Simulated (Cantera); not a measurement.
A closed system holds: 1 mol MgO, 5.2 mol CH4, 1.3 mol CO, held at 0.278 Torr.

Method: chemical equilibrium by Gibbs-energy minimisation in Cantera with the NASA 1993 tables (ideal gas, pure condensed phases). Candidate condensed phases: C, C6H6, C7H8, C8H18, H2O, Mg, MgCO3, MgO, Mg(OH)2; 116 gas species. The tables' values for MgH are old estimates; treat these amounts as uncertain. The numbers say what is thermodynamically allowed, not how fast it happens.

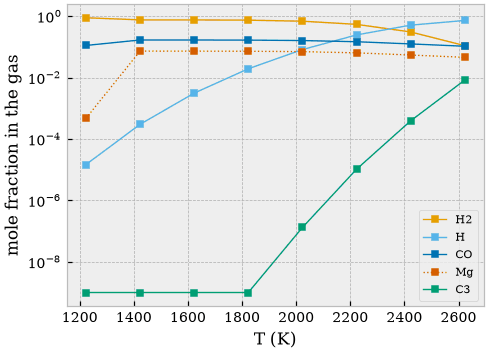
Fig. 1. Equilibrium gas composition (values under 1e-9 drawn at 1e-9)

At 1223 K the condensed part is C(graphite) + MgO(s). From 1423 K to 2623 K the condensed part is C(graphite). The main Mg-bearing gas is Mg throughout.
